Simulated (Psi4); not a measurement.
**OMP2/def2-TZVP (density fitting for correlation) run of AlH3S (SMILES [AlH2][SH])**

What is the energy change on altering one bond length of AlH3S at OMP2/def2-TZVP (density fitting for correlation)? 

The calculation is run with Psi4 1.11.

1 further run of the same task is left out (it didn't finish).

### 1 Starting point

AlH3S has 5 atoms, charge 0, and is taken as a singlet. SMILES: `[AlH2][SH]`. Geometry: relaxed at PBE0-D4/def2-TZVP.

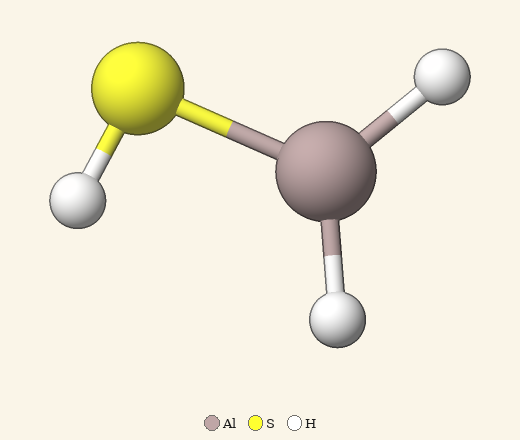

Viewed from a chosen angle; aluminium light grey, sulfur yellow, hydrogen white.

### 2 The energy at OMP2/def2-TZVP (density fitting for correlation)

File alh3s.xyz:

```xyz
5
AlH3S
Al    -0.616100    -0.064200    -0.181700
S      1.129100    -0.343100     1.096600
H     -1.981700    -0.650100     0.351100
H     -0.441100     0.696000    -1.556400
H      1.959700     0.287800     0.249000
```

File run.py:

```python
import numpy as np
from ase.calculators.psi4 import Psi4
from ase.io import read

atoms = read('alh3s.xyz')
calc = Psi4(atoms=atoms, method='omp2', basis='def2-TZVP', memory='1600MB', num_threads=1, charge=0, multiplicity=1, label='psi4-calc')
calc.psi4.set_options({'puream': True, 'e_convergence': 1e-09, 'd_convergence': 1e-08, 'scf_type': 'pk', 'num_frozen_docc': 10})
atoms.calc = calc

print(f'energy: {atoms.get_potential_energy():.6f} eV')
```

Started as:

```
$ python run.py
```

psi4-calc.dat:

```text
[...]
  Running in c1 symmetry.
[...]
  Nuclear repulsion =   73.814899731463512
[...]
  Multiplicity = 1
[...]
  Nalpha       = 16
  Nbeta        = 16
[...]
    Number of basis functions: 92
[...]
   @RHF iter   1:  -641.21311641645786   -5.98731e-01   3.01063e-03 ADIIS/DIIS
[...]
   @RHF iter  11:  -641.24807134256264   -4.54747e-12   2.62910e-09 DIIS
[...]
    Orbital Energies [Eh]
    ---------------------
    Doubly Occupied:
       1A    -91.942952     2A    -58.490819     3A     -8.949687
       4A     -6.631031     5A     -6.630173     6A     -6.629725
       7A     -4.906261     8A     -3.221464     9A     -3.219756
      10A     -3.218927    11A     -0.953835    12A     -0.576337
      13A     -0.531853    14A     -0.441983    15A     -0.424899
      16A     -0.386854
[...]
  @RHF Final Energy:  -641.24807134256264
   => Energetics <=
    Nuclear Repulsion Energy =             73.8148997314635125
    One-Electron Energy =               -1035.8128305005707261
    Two-Electron Energy =                 320.7498594265446172
    Total Energy =                       -641.2480713425626391
[...]
 Multipole Moments:
 ------------------------------------------------------------------------------------
     Multipole            Electronic (a.u.)      Nuclear  (a.u.)        Total (a.u.)
 ------------------------------------------------------------------------------------
 L = 1.  Multiply by 2.5417464519 to convert [e a0] to [Debye]
 Dipole X            :          0.3519378           -0.4192212           -0.0672833
 Dipole Y            :         -0.5485293            0.7446734            0.1961442
 Dipole Z            :          1.1968149           -1.5994045           -0.4025896
 Magnitude           :                                                    0.4528554
[...]
	Warning: cc_lambda option is changed to TRUE
	For this residual convergence, default PCG convergence is:     1.00e-07
[...]
	DF-MP2 Total Energy (a.u.)         :  -641.49815545056094
[...]
	DF-MP2 Total Energy (a.u.)         :  -641.50070868941873
[...]
	DF-OMP2 Total Energy (a.u.)        :  -641.50070868941509
[...]
```

Standard output:

```text
energy: -17456.123419 eV
```

Run time: 16 s. Hardware: 1 thread of Intel Xeon Platinum 8259CL at 2.50GHz (Skylake/Cascade Lake), shared host; peak memory 0.36 GiB.

### 3 The distorted shape

File job.json:

```json
{
 "schema_name": "qcschema_input",
 "schema_version": 1,
 "molecule": {
  "schema_name": "qcschema_molecule",
  "schema_version": 2,
  "symbols": ["Al", "S", "H", "H", "H"],
  "geometry": [1.93239425, 1.20727421, -1.5515483, 5.23034428, 0.6802296, 0.86408861, -3.74487026, -1.22851095, 0.66348284, 2.26309632, 2.64384401, -4.1493548, 6.7999508, 1.87245781, -0.73764325],
  "molecular_charge": 0,
  "molecular_multiplicity": 1,
  "fix_symmetry": "c1",
  "fix_com": true,
  "fix_orientation": true
 },
 "driver": "energy",
 "model": {
  "method": "omp2",
  "basis": "def2-TZVP"
 },
 "keywords": {
  "puream": true,
  "e_convergence": 1e-09,
  "d_convergence": 1e-08,
  "scf_type": "pk",
  "num_frozen_docc": 10
 }
}
```

Started as:

```
$ psi4 --qcschema job.json -n 1 --memory 1600MB
```

stdout:

```text
[...]
  Running in c1 symmetry.
[...]
  Nuclear repulsion =   70.433047557429987
[...]
  Multiplicity = 1
[...]
  Nalpha       = 16
  Nbeta        = 16
[...]
    Number of basis functions: 92
[...]
   @RHF iter   1:  -641.01541358111490   -5.86994e-01   3.17392e-03 DIIS/ADIIS
[...]
   @RHF iter  11:  -641.07142529591681   -2.19416e-11   6.37069e-09 DIIS
[...]
    Orbital Energies [Eh]
    ---------------------
    Doubly Occupied:
       1A    -91.981672     2A    -58.584985     3A     -8.987685
       4A     -6.668827     5A     -6.668090     6A     -6.667525
       7A     -4.993040     8A     -3.307749     9A     -3.306167
      10A     -3.305442    11A     -0.988664    12A     -0.593899
      13A     -0.562574    14A     -0.461078    15A     -0.419640
      16A     -0.282158
[...]
  @RHF Final Energy:  -641.07142529591681
   => Energetics <=
    Nuclear Repulsion Energy =             70.4330475574299868
    One-Electron Energy =               -1027.4505568195545493
    Two-Electron Energy =                 315.9460839662077660
    Total Energy =                       -641.0714252959168107
[...]
 Multipole Moments:
 ------------------------------------------------------------------------------------
     Multipole            Electronic (a.u.)      Nuclear  (a.u.)        Total (a.u.)
 ------------------------------------------------------------------------------------
 L = 1.  Multiply by 2.5417464519 to convert [e a0] to [Debye]
 Dipole X            :       -112.4813406          114.1248106            1.6434700
 Dipole Y            :        -29.0194427           29.8660292            0.8465865
 Dipole Z            :          9.6573795          -10.5682254           -0.9108459
 Magnitude           :                                                    2.0609082
[...]
	Warning: cc_lambda option is changed to TRUE
	For this residual convergence, default PCG convergence is:     1.00e-07
[...]
	DF-MP2 Total Energy (a.u.)         :  -641.33682313350982
[...]
	DF-MP2 Total Energy (a.u.)         :  -641.34505899124804
[...]
	DF-OMP2 Total Energy (a.u.)        :  -641.34505899123826
[...]
```

The result, in JSON:

```text
{
 "driver": "energy",
 "model": {
  "method": "omp2",
  "basis": "def2-TZVP"
 },
 "success": true,
 "return_result": -641.3450589912383,
 "properties": {
  "calcinfo_nbasis": 92,
  "calcinfo_nmo": 92,
  "calcinfo_nalpha": 16,
  "calcinfo_nbeta": 16,
  "calcinfo_natom": 5,
  "nuclear_repulsion_energy": 70.43304755742999,
  "return_energy": -641.3450589912383,
  "scf_one_electron_energy": -1027.4505568195545,
  "scf_two_electron_energy": 315.94608396620777,
  "scf_dipole_moment": [1.6434700204634112, 0.8465864894092512, -0.9108458594160336],
  "scf_total_energy": -641.0714252959168,
  "scf_iterations": 11,
  "mp2_singles_energy": 0.0,
  "mp2_doubles_energy": -0.26539783759299984,
  "mp2_correlation_energy": -0.2653978375930137,
  "mp2_total_energy": -641.3368231335098
 }
}
```

Run time: 17 s. Hardware: 1 thread of Intel Xeon Platinum 8259CL at 2.50GHz (Skylake/Cascade Lake), shared host; peak memory 0.34 GiB.

### 4 Results

At OMP2/def2-TZVP (density fitting for correlation), 10 core orbitals frozen:

| quantity | value |
| --- | --- |
| first shape: total energy | -641.50071 Eh |
| first shape: HOMO energy (Hartree–Fock orbitals) | -10.53 eV |
| first shape: LUMO energy (Hartree–Fock orbitals) | 1.27 eV |
| first shape: HOMO–LUMO gap (Hartree–Fock orbitals) | 11.79 eV |
| first shape: correlation energy (10 core orbitals frozen) | -252.6 mEh |
| distorted shape: total energy | -641.34506 Eh |
| distorted shape: HOMO energy (Hartree–Fock orbitals) | -7.68 eV |
| distorted shape: LUMO energy (Hartree–Fock orbitals) | -0.89 eV |
| distorted shape: HOMO–LUMO gap (Hartree–Fock orbitals) | 6.78 eV |
| distorted shape: correlation energy (10 core orbitals frozen) | -273.6 mEh |
| energy change with the Al1–H3 bond stretched from 1.579 to 3.473 Å | 4.235 eV |

One bond (distorted shape) is far stretched, which a spin-restricted single reference describes badly; perturbation theory on it can break down and give far too much correlation. With the Al1–H3 bond stretched from 1.579 to 3.473 Å the energy rises by 4.24 eV (98 kcal/mol). The first shape isn't relaxed at this level, so the change isn't measured from a minimum. A restricted reference can't describe the breaking bond well at this length.
